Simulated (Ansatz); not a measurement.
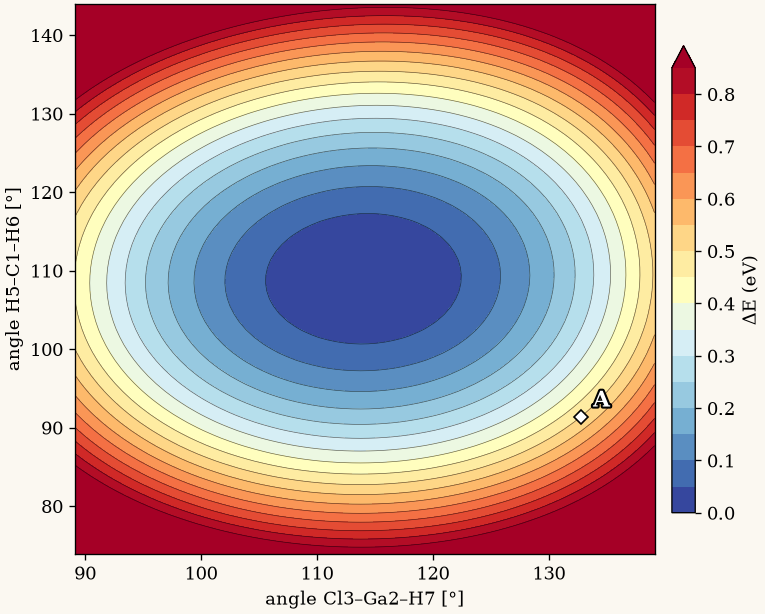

CH4ClGa, SMILES [CH3][GaH][Cl]. The first coordinate is: angle Cl3–Ga2–H7; the second: angle H5–C1–H6. Nothing is relaxed (all other coordinates rigid). The scan uses a 9 × 9 grid. Energies: eV, counted from the lowest grid point. Theory: RKS wB97X-V/def2-TZVP in Ansatz 0.2.0.

The picture shows filled contours, one colour for all values above the top of the scale, the point A. Between grid points the surface is interpolated.

### Which way does the force act at A, and how strong is it?

A, at angle Cl3–Ga2–H7 = 132.8°, angle H5–C1–H6 = 91.4°, is not a stationary point. The computed force is 0.031 eV for each degree towards smaller values of angle Cl3–Ga2–H7 and 0.026 eV for each degree towards larger values of angle H5–C1–H6.
